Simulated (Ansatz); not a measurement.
**SrLiH3 (model cell, started as cubic perovskite with Sr in the octahedra): a soft mode frozen in**

Wanted: the energy along a soft mode of SrLiH3 (model cell, started as cubic perovskite with Sr in the octahedra) and the structure at the end.

Main program and level: Ansatz 0.2.0; DFT PBEsol, scalar-relativistic, plane waves, PAW.

The structure was built from a prototype and need not be the compound's stable phase.

## Step 1: Set-up

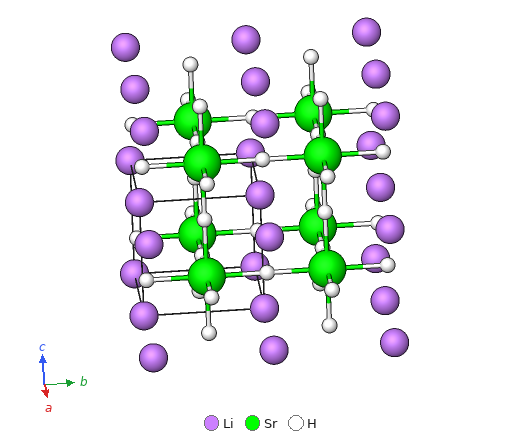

The starting structure, seen slightly off an axis (lithium purple, strontium green, hydrogen white). 2×2×2 cells are drawn. Some periodic images of atoms are drawn too.

## Step 2: Phonons on a q mesh

The cell comes from relaxations at this level that are not shown. Stability and thermal properties need the whole zone. Linear response on a 4×4×4 q mesh gives force constants as far as a supercell of that size would, and the tensors from the zone-centre run are typed in so that the long-range dipole term is interpolated apart.

input.yaml reads:

```yaml
crystal:
  lattice:
    - [4.5923772974, 0.0, 0.0]
    - [0.0, 4.5923772974, 0.0]
    - [0.0, 0.0, 4.5923772974]
  atoms:
    - { symbol: Li, position: [0.0, 0.0, 0.0] }
    - { symbol: Sr, position: [0.5, 0.5, 0.5] }
    - { symbol: H, position: [0.5, 0.5, 0.0] }
    - { symbol: H, position: [0.5, 0.0, 0.5] }
    - { symbol: H, position: [0.0, 0.5, 0.5] }
kpoints:
  mp_grid: { grid: [8, 8, 8] }
hamiltonian:
  xc: pbesol
scf:
  occupations: { method: fixed }
output:
  eigenvalues: true
phonons:
  method: dfpt
  qmesh: [4, 4, 4]
  temperatures: { t_max: 1000, t_step: 50 }
  qpath:
    path:
      - [[0.0, 0.0, 0.0], [0.0, 0.5, 0.0], [0.5, 0.5, 0.0], [0.0, 0.0, 0.0], [0.5, 0.5, 0.5], [0.0, 0.5, 0.0]]
      - [[0.5, 0.5, 0.5], [0.5, 0.5, 0.0]]
    npoints: 10
  non_analytic_term:
    high_frequency_dielectric_tensor: [[3.8409, 0.0, 0.0], [0.0, 3.8409, 0.0], [0.0, 0.0, 3.8409]]
    born_effective_charges:
      - { species: Li, tensor: [[1.4242, 0.0, 0.0], [0.0, 1.4242, 0.0], [0.0, 0.0, 1.4242]] }
      - { species: Sr, tensor: [[1.5973, 0.0, 0.0], [0.0, 1.5973, 0.0], [0.0, 0.0, 1.5973]] }
      - { species: H, tensor: [[-1.0177, 0.0, 0.0], [0.0, -1.0177, 0.0], [0.0, 0.0, -0.9862]] }
      - { species: H, tensor: [[-1.0177, 0.0, 0.0], [0.0, -0.9862, 0.0], [0.0, 0.0, -1.0177]] }
      - { species: H, tensor: [[-0.9862, 0.0, 0.0], [0.0, -1.0177, 0.0], [0.0, 0.0, -1.0177]] }
    source: "zone-centre run at this cell"
```

Started as:

```sh
$ ansatz run input.yaml --threads 8 --pin off --max-ram 14336MiB --backend cpu --events-out ev --progress --plain --runs-dir out
```

Numbers of over 12 decimals in the logs are rounded to 6 here.

Output:

```text
Engine: ansatz 0.2.0, aarch64-unknown-linux-gnu
Pseudopotentials: kind: paw
Pseudopotential: Li, paw, valence charge 3, recommended cutoff 420 eV (normal), Li.paw.azcp
Pseudopotential: Sr, paw, valence charge 10, recommended cutoff 420 eV (normal), Sr.paw.azcp
Pseudopotential: H, paw, valence charge 1, recommended cutoff 420 eV (normal), H.paw.azcp
Functional definition: PBEsol
  exchange = pbesol_x
  correlation = pbesol_c
Crystal: 5 atoms, lattice volume = 96.853 Å³
Basis set: ecut = 420 eV, 1863 PW (Γ), exchange–correlation on 64×64×64 points (8 copies of the dense FFT grid, shifted against one another)
Bands: 13, of which v1, the nominal top of the filled ones, is band 8 counted from 1 (7 counted from 0)
Symmetry: 48 space group operations
k-points: 35 of 512
Non-local potential: Li, projectors of the file, l = 0: 3, l = 1: 2, l = 2: 1
Non-local potential: Sr, projectors of the file, l = 0: 3, l = 1: 2, l = 2: 2
Non-local potential: H, projectors of the file, l = 0: 2, l = 1: 1
PAW form: soft (Blöchl's): semilocal exchange-correlation on the pseudo side does not see the compensation charge
PAW frozen core: Sr, regenerated for the run's functional, and the local potential with it (the file was generated under x = pbe(κ = 0.804, μ = 0.219515), c = pbe(β = 0.066725))
PAW one-centre angular grid: Li, 110 points (default); XC on 64 Gauss nodes
PAW one-centre angular grid: Sr, 110 points (default); XC on 64 Gauss nodes
PAW one-centre angular grid: H, 110 points (default); XC on 64 Gauss nodes
Initial density: superposition of atomic densities (neutral atoms: chi_scale 0, normalization atom), corrected by the library's trained network
Initial wavefunctions: pseudopotential atomic-orbital guess
Functional: x = pbesol(κ = 0.804, μ = 0.123457), c = pbesol(β = 0.046)
SCF iter   1: F=—  HF=-3742.326067 eV  |F-HF|=—  |Δ(HF+E_count)|=         —  Δρ=6.18e-3  dr2=3.57e-2  ethr=1.77e-3  ⟨swp⟩=5.3  Hψ=2630  notcnv=0  defer=66
preconditioner: auto → Resta (q_TF=auto, 2.021 Å⁻¹)  ε∞=3.6  [insulator: Δε(μ)=1.554 eV  Ē_g=5.748 eV  n_scr=18 (ndim 8)  ℏωp=9.2 eV  f_vac=0.000  ε∞_Penn≈3.6]
SCF iter   2: F=—  HF=-3742.317532 eV  |F-HF|=—  |Δ(HF+E_count)|=   8.53e-3  Δρ=2.48e-3  dr2=6.73e-3  ethr=2.23e-4  ⟨swp⟩=1.5  Hψ=759  notcnv=0  defer=77
SCF iter   3: F=—  HF=-3742.316038 eV  |F-HF|=—  |Δ(HF+E_count)|=   1.49e-3  Δρ=2.52e-4  dr2=1.09e-4  ethr=4.21e-5  ⟨swp⟩=2.0  Hψ=602  notcnv=0  defer=91
SCF iter   4: F=—  HF=-3742.316089 eV  |F-HF|=—  |Δ(HF+E_count)|=   5.14e-5  Δρ=6.45e-5  dr2=3.04e-6  ethr=6.83e-7  ⟨swp⟩=2.3  Hψ=681  notcnv=0  defer=92
SCF iter   5: F=—  HF=-3742.316092 eV  |F-HF|=—  |Δ(HF+E_count)|=   3.30e-6  Δρ=1.65e-5  dr2=2.35e-7  ethr=1.90e-8  ⟨swp⟩=2.5  Hψ=671  notcnv=0  defer=63
SCF iter   6: F=—  HF=-3742.316088 eV  |F-HF|=—  |Δ(HF+E_count)|=   4.16e-6  Δρ=2.71e-6  dr2=1.18e-8  ethr=1.47e-9  ⟨swp⟩=2.5  Hψ=581  notcnv=0  defer=50
SCF iter   7: F=—  HF=-3742.316088 eV  |F-HF|=—  |Δ(HF+E_count)|=   3.77e-9  Δρ=6.14e-7  dr2=3.83e-10  ethr=7.35e-11  ⟨swp⟩=2.8  Hψ=660  notcnv=0  defer=50
SCF iter   8: F=-3742.316088 eV  HF=-3742.316088 eV  |F-HF|=3.64e-12  |Δ(HF+E_count)|=  2.35e-10  Δρ=1.14e-7  dr2=9.73e-12  ethr=1.00e-12  ⟨swp⟩=11.9  Hψ=3753  notcnv=0
SCF 1 converged in 8 iterations: F = -3742.316088 eV  dr2 = 9.73e-12
  greatest PAW one-centre occupation: 0.999 electrons in one spin orbital (limit 2), on the Li atom at site 0 (counted from 0), in its partial waves of l = 0
NSCF: frozen V_eff on 35 k-points
NSCF: frozen V_eff on 125 k-points
DFPT response loops at q = (0, 0, 0) (fractional): preconditioner auto → none (the input reference at scf.mixing.eps_inf says where Resta's filter doesn't serve); β = 0.50; Broyden in place of MSR1
NSCF: frozen V_eff on 400 k-points
DFPT response loops at q = (0, 0, 0.25) (fractional): preconditioner auto → Resta (q_TF=auto, 2.021 Å⁻¹)  ε∞=6.0 (no band partly filled); β = 1.00, the filter's whole step (`scf.mixing.beta` (0.50) is not read by the response loops at its default; to damp them type it under 1.00, their step now; it binds the ground state too); Broyden in place of MSR1
NSCF: frozen V_eff on 250 k-points
DFPT response loops at q = (0, 0, -0.5) (fractional): mixed as the last ones told, above
NSCF: frozen V_eff on 640 k-points
DFPT response loops at q = (0, 0.25, 0.25) (fractional): mixed as the last ones told, above
NSCF: frozen V_eff on 400 k-points
DFPT response loops at q = (0, 0.25, -0.5) (fractional): mixed as the last ones told, above
NSCF: frozen V_eff on 250 k-points
DFPT response loops at q = (0, -0.5, -0.5) (fractional): mixed as the last ones told, above
NSCF: frozen V_eff on 1024 k-points
DFPT response loops at q = (0.25, 0.25, 0.25) (fractional): mixed as the last ones told, above
NSCF: frozen V_eff on 640 k-points
DFPT response loops at q = (0.25, 0.25, -0.5) (fractional): mixed as the last ones told, above
NSCF: frozen V_eff on 400 k-points
DFPT response loops at q = (0.25, -0.5, -0.5) (fractional): mixed as the last ones told, above
NSCF: frozen V_eff on 250 k-points
DFPT response loops at q = (-0.5, -0.5, -0.5) (fractional): mixed as the last ones told, above
SCF converged after 8 iterations
Free energy (F): -3742.316088 eV
Harris-Foulkes:  -3742.316088 eV  (|F-HF|=3.64e-12)
Internal energy: -3742.316088 eV  (E = F + TS)
E sigma→0 (E₀):  -3742.316088 eV
Fermi energy:    0.729304 eV
--- Per-component energies (eV) ---
  E_band       = -243.601976
  E_kinetic    = 305.125268
  E_local      = -1029.250079  (includes V_loc(G=0)·N_el)
  E_nonlocal   = 174.396936
  E_hartree    = 284.467530
  E_xc         = -207.231868
  E_vxc        = -207.707025  (∫ρ·V_xc dr)
  E_paw        = -2665.373208  (= ΣΔE_a)
  E_vpaw       = -55.098808  (= ΣTr[D̂ρ^β])
  E_aug_tail   = -0.003343  (compensation charges beyond the density's cutoff)
  E_ewald      = -604.581672
  E_core_change = 0.134347  (= ΣΔE_core)
  E_smearing   = -0.000000  (= −TS)
  E_closure    = -0.000000  (closes the sum)
  Σ components = -3742.316088   (vs F -3742.316088, Δ=0.00e0)
--- Band table (eV; the first three rows and the last of 35) ---
  k-point 0: bands = [... 4 lower, -14.1340, -2.5207, -0.2758, -0.2758, 5.8724, 5.8724, 5.8724, 6.0194, ... 1 higher]
  k-point 1: bands = [... 4 lower, -14.1332, -2.4134, -0.2554, -0.2341, 5.1913, 5.7674, 5.7674, 6.6098, ... 1 higher]
  k-point 2: bands = [... 4 lower, -14.1311, -2.1334, -0.2050, -0.1607, 4.6624, 5.5419, 5.5419, 6.9526, ... 1 higher]
  k-point 34: bands = [... 4 lower, -14.2435, 0.7293, 0.7293, 0.7293, 2.9950, 2.9950, 2.9950, 5.1768, ... 1 higher]
--- Phonons (Γ-DFPT): 4 representative perturbations + reference (Σ response iterations 12) ---
  ASR residual: 7.769e-5 → 0.000e0 eV/Å²; symmetrization residual: 2.796e-7 eV/Å²
  ASR residual per site (eV/Å²): 4.73e-7 7.77e-5 2.79e-5 2.79e-5 2.79e-5
  Γ frequencies (cm⁻¹): -421.03 -421.03 -421.03 -418.93 -418.93 -418.93 0.00 0.00 0.00 241.57 241.57 241.57 1287.16 1287.16 1287.16
--- Phonons (arbitrary-q DFPT): 10 irreducible q on the 4×4×4 mesh ---
  q = [0.0000, 0.0000, 0.0000] (star 1, of the zone-centre solve; hermiticity 8.22e-8, symmetrization 1.74e-13): -421.03 -421.03 -421.03 -418.93 -418.93 -418.93 -0.00 -0.00 0.00 241.57 241.57 241.57 1287.16 1287.16 1287.16
  q = [0.0000, 0.0000, 0.2500] (star 6, 9 solved perturbations in 1560 linear systems a pass and spin channel, the states on 200 of 512 k-point pairs; hermiticity 9.08e-8, symmetrization 9.26e-14): -409.65 -409.65 -380.67 -380.67 -359.58 37.14 37.14 86.86 139.86 211.85 211.85 432.01 1286.79 1286.79 1351.26
  q = [0.0000, 0.0000, -0.5000] (star 3, 9 solved perturbations in 975 linear systems a pass and spin channel, the states on 125 of 512 k-point pairs; hermiticity 1.63e-7, symmetrization 8.26e-8): -396.74 -396.74 -346.97 -346.97 -295.01 71.30 71.30 115.64 161.89 174.42 174.42 452.40 1286.42 1286.42 1362.59
  q = [0.0000, 0.2500, 0.2500] (star 12, 9 solved perturbations in 2460 linear systems a pass and spin channel, the states on 320 of 512 k-point pairs; hermiticity 5.11e-8, symmetrization 1.57e-14): -478.05 -380.38 -370.57 -356.95 -308.43 37.05 88.18 96.71 171.66 216.98 307.44 451.07 1286.45 1296.20 1357.11
  q = [0.0000, 0.2500, -0.5000] (star 12, 15 solved perturbations on 200 of 512 k-point pairs; hermiticity 5.48e-8, symmetrization 2.38e-8): -495.06 -370.42 -340.75 -323.30 -319.41 68.22 94.91 102.03 120.88 305.36 321.34 472.62 1286.11 1299.01 1367.34
  q = [0.0000, -0.5000, -0.5000] (star 3, 9 solved perturbations in 975 linear systems a pass and spin channel, the states on 125 of 512 k-point pairs; hermiticity 6.82e-8, symmetrization 3.37e-8): -553.41 -361.61 -361.61 -282.17 -282.17 -136.36 64.15 123.98 123.98 378.50 378.50 488.18 1285.78 1306.59 1375.71
  q = [0.2500, 0.2500, 0.2500] (star 8, 4 solved perturbations in 1376 linear systems a pass and spin channel, the states on 512 of 512 k-point pairs; hermiticity 3.73e-8, symmetrization 7.79e-14): -491.70 -465.42 -465.42 -280.26 -280.26 -135.72 108.72 112.92 112.92 377.12 377.12 469.00 1295.67 1295.67 1362.96
  q = [0.2500, 0.2500, -0.5000] (star 12, 9 solved perturbations in 2460 linear systems a pass and spin channel, the states on 320 of 512 k-point pairs; hermiticity 2.92e-7, symmetrization 1.50e-7): -508.60 -478.65 -471.69 -294.17 -272.66 -173.10 109.92 118.21 146.64 416.61 426.34 491.08 1295.16 1300.34 1372.52
  q = [0.2500, -0.5000, -0.5000] (star 6, 9 solved perturbations in 1560 linear systems a pass and spin channel, the states on 200 of 512 k-point pairs; hermiticity 4.71e-8, symmetrization 4.14e-9): -556.53 -495.61 -495.61 -283.34 -283.34 -224.37 116.43 146.76 146.76 473.66 473.66 507.27 1296.64 1306.03 1380.79
  q = [-0.5000, -0.5000, -0.5000] (star 1, 4 solved perturbations in 350 linear systems a pass and spin channel, the states on 125 of 512 k-point pairs; hermiticity 4.59e-8, symmetrization 1.91e-8): -559.63 -559.63 -559.63 -280.43 -280.43 -280.43 149.25 149.25 149.25 522.55 522.55 522.55 1305.47 1305.47 1388.51
  sum rule: each row above includes the acoustic sum rule's correction from the zone centre's row sums; it moved no ω² by more than (2.74 cm⁻¹)²
  mesh force constants: q→R imaginary residual 8.35e-19; ASR residual 7.769e-5 → 0.000e0 eV/Å²; symmetrization residual 7.105e-15 eV/Å²
  interpolated dispersion: 63 rows × 15 modes
  density of states and harmonic sums: on the 16×16×16 q-mesh, interpolated from the force constants of a 4×4×4 supercell (with the dipole–dipole term of supplied tensors)
  largest difference from the sums on the solved wave vectors: F 1.20e-3 eV, S 4.64e-6 and C_V 2.72e-6 eV/K
  zero-point energy: 0.338378 eV/cell   skipped modes (ω ≤ 0): 917, of them read as no rigid motion or as one in doubt: 914 (5.555e0 modes/cell left out, lowest -559.63 cm⁻¹)   left out of the sums: 3.70e-1 of the cell's modes: C_V's classical limit lies that fraction below 3 k_B per atom; for a crystal, a wire or a layer, F and S can be off by more, and a phonons.interpolated_qmesh denser along its periods is the remedy for the sampling
```

It took 2 min on 8 threads of Arm Neoverse V2, shared host; peak memory 1.5 GiB; 15 min of CPU time.

In the SCF lines HF is the Harris–Foulkes energy and dr2 the Hartree energy of the density residual, in eV; the loop may stop once dr2 is under the threshold and the program's other checks hold. Hψ counts applications of the Hamiltonian.

Numbers from this step:

```yaml
gap_on_the_k_mesh: 1.664 eV
volume_per_atom: 19.37 Å³
sum_rule_residual_before_enforcement: 7.77e-5 eV/Å²
lowest_frequency_on_the_path: -559.6 cm⁻¹
point_group: m-3m
highest_frequency_on_the_path_or_at_a_solved_wavevector: 1389 cm⁻¹
highest_optical_mode_at_the_zone_centre_no_lo_to_term: 1287 cm⁻¹
lowest_optical_zone_centre_mode: -421.0 cm⁻¹
lowest_mode_on_the_q_mesh_acoustic_modes_at_gamma_apart: -559.6 cm⁻¹
```

Frequencies (cm⁻¹) solved at each irreducible wavevector; negative means imaginary. Frequencies by wavevector, by row:

```
q in reciprocal lattice units  star  mode 1  mode 2  mode 3  mode 4  mode 13  mode 14  mode 15
                        0 0 0     1    -421    -421    -421  -418.9     1287     1287     1287
                     0 0 0.25     6  -409.6  -409.6  -380.7  -380.7     1287     1287     1351
                     0 0 -0.5     3  -396.7  -396.7    -347    -347     1286     1286     1363
                  0 0.25 0.25    12  -478.1  -380.4  -370.6  -356.9     1286     1296     1357
                  0 0.25 -0.5    12  -495.1  -370.4  -340.8  -323.3     1286     1299     1367
                  0 -0.5 -0.5     3  -553.4  -361.6  -361.6  -282.2     1286     1307     1376
               0.25 0.25 0.25     8  -491.7  -465.4  -465.4  -280.3     1296     1296     1363
               0.25 0.25 -0.5    12  -508.6  -478.6  -471.7  -294.2     1295     1300     1372
               0.25 -0.5 -0.5     6  -556.5  -495.6  -495.6  -283.3     1297     1306     1381
               -0.5 -0.5 -0.5     1  -559.6  -559.6  -559.6  -280.4     1306     1306     1388
```

Interpolated from a 4×4×4 q mesh, with the LO-TO term (at Γ the limit along the path; where Γ stands inside the path, tables give the limit on arrival). Phonon branches along the path, in cm⁻¹:

```
    point  branch 1  branch 2  branch 3  branch 4  branch 12  branch 13  branch 14  branch 15
        Γ      -421      -421      -421      -419        412       1287       1287       1341
        X      -397      -397      -347      -347        452       1286       1286       1363
        M      -553      -362      -362      -282        488       1286       1307       1376
        Γ      -421      -421      -421      -419        412       1287       1287       1341
        R      -560      -560      -560      -280        523       1306       1306       1388
        X      -397      -397      -347      -347        452       1286       1286       1363
jump to R      -560      -560      -560      -280        523       1306       1306       1388
        M      -553      -362      -362      -282        488       1286       1307       1376
```

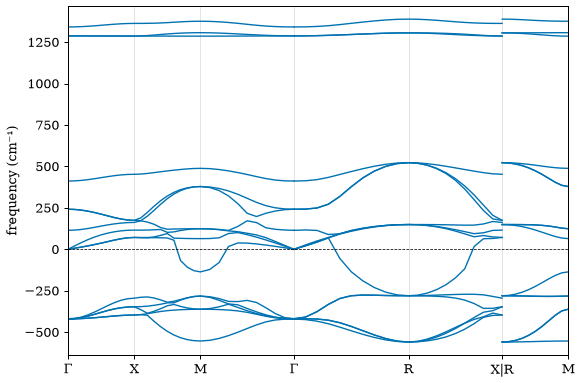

Phonon branches along the path.

Symmetry leaves 10 wavevectors to solve. The lowest mode among them, the acoustic zeros apart, lies at q = (-0.5, -0.5, -0.5) and is imaginary, 559.6i cm⁻¹, so the energy falls along it.

## Step 3: The mode frozen in, largest atomic shift 0 Å

The mode followed lies at q = (-0.5, -0.5, -0.5) with frequency 559.6i cm⁻¹ and is 3-fold degenerate, the softest among the wavevectors solved. At small amplitude the distorted cell has space group no. 167 by a symmetry search on the positions. The undistorted cell that holds it gives the zero of energy on the same k mesh.

System of this step: SrLiH3 (model cell, started as cubic perovskite with Sr in the octahedra). Symmetry: Pm-3m, No. 221, cubic system. The conventional cell has a = 4.592 Å, b = 4.592 Å, c = 4.592 Å, α = 90.00°, β = 90.00°, γ = 90.00°. Li has 12 H at 3.25 Å nearest. Nearest to Sr lie 6 H at 2.30 Å. Nearest to H lie 2 Sr at 2.30 Å. Farther neighbours are not listed.

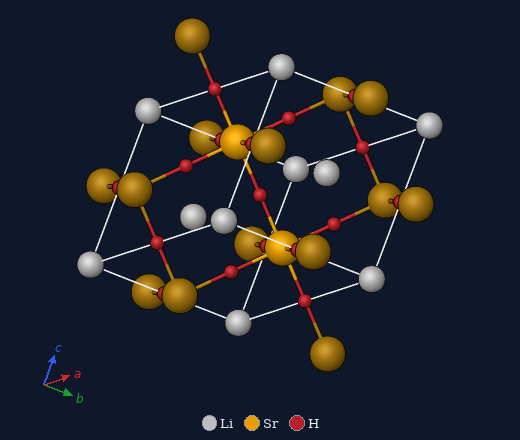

The cell of this step (lithium light grey, strontium orange, hydrogen red). Some periodic images of atoms are drawn too.

input.yaml reads:

```yaml
crystal:
  lattice:
    - [4.5923772974, 4.5923772974, 0.0]
    - [4.5923772974, 0.0, 4.5923772974]
    - [4.5923772974, 0.0, -4.5923772974]
  atoms:
    - { symbol: Li, position: [0.0, 0.5, 0.5] }
    - { symbol: Li, position: [0.0, 0.0, 1.0] }
    - { symbol: Sr, position: [0.5, 0.25, 0.75] }
    - { symbol: Sr, position: [0.5, 0.75, 0.25] }
    - { symbol: H, position: [0.5, 0.5, 0.5] }
    - { symbol: H, position: [0.5, 0.0, 0.0] }
    - { symbol: H, position: [0.0, 0.5, 0.0] }
    - { symbol: H, position: [0.0, 0.0, 0.5] }
    - { symbol: H, position: [0.5, 0.5, 0.0] }
    - { symbol: H, position: [0.5, 0.0, 0.5] }
kpoints:
  mp_grid: { grid: [6, 6, 6] }
hamiltonian:
  xc: pbesol
scf:
  occupations: { method: gaussian, width: 0.02 }
output:
  forces: true
  stress: true
  eigenvalues: true
```

Output:

```text
[...]
Crystal: 10 atoms, lattice volume = 193.706 Å³
Basis set: ecut = 420 eV, 3767 PW (Γ), exchange–correlation on 90×90×90 points (8 copies of the dense FFT grid, shifted against one another)
Bands: 26, of which v1, the nominal top of the filled ones, is band 16 counted from 1 (15 counted from 0)
Symmetry: 96 space group operations
[...]
k-points: 16 of 216
[...]
k-point 0: bands = [... 12 lower, -0.2758, 0.7293, 0.7293, 0.7293, 2.9950, 2.9950, 2.9950, 5.1768, ... 5 higher]
  k-point 1: bands = [... 12 lower, -0.2308, 0.3459, 0.6219, 0.6219, 3.0820, 3.1957, 3.1957, 5.0152, ... 5 higher]
  k-point 2: bands = [... 12 lower, -0.0973, -0.0973, 0.3783, 0.3783, 3.2764, 3.7291, 3.7291, 4.2064, ... 5 higher]
  k-point 15: bands = [... 12 lower, -0.1046, -0.0365, 0.1215, 0.1682, 2.8235, 3.8132, 5.4274, 5.5744, ... 5 higher]
[key lines of the parts left out:]
SCF converged after 6 iterations
Free energy (F): -7484.632187 eV
Fermi energy:    1.561169 eV
P = ⅓ Tr σ = -0.0030 GPa (-0.030 kbar)
```

The job ended after 0.65 s (8 threads; peak memory 0.59 GiB).

Numbers from this step:

```
pressure                         : -0.002956 GPa
energy from the undistorted cell : 0 meV/atom
```

At this level the gap is 1.66 eV on the k-mesh of the self-consistent run, which can miss the band edges.

(Part 1 of 3 ends here.)

[Logs are printed without paths, hosts, clocks, repeated set-up lines and the standing remarks that a program may print on its own settings, such as how far it seeks lower states.]

[Hosts, paths, dates, database ids (printed as entryN), source tags and the programs' standing remarks are cut or masked in the printed files.]
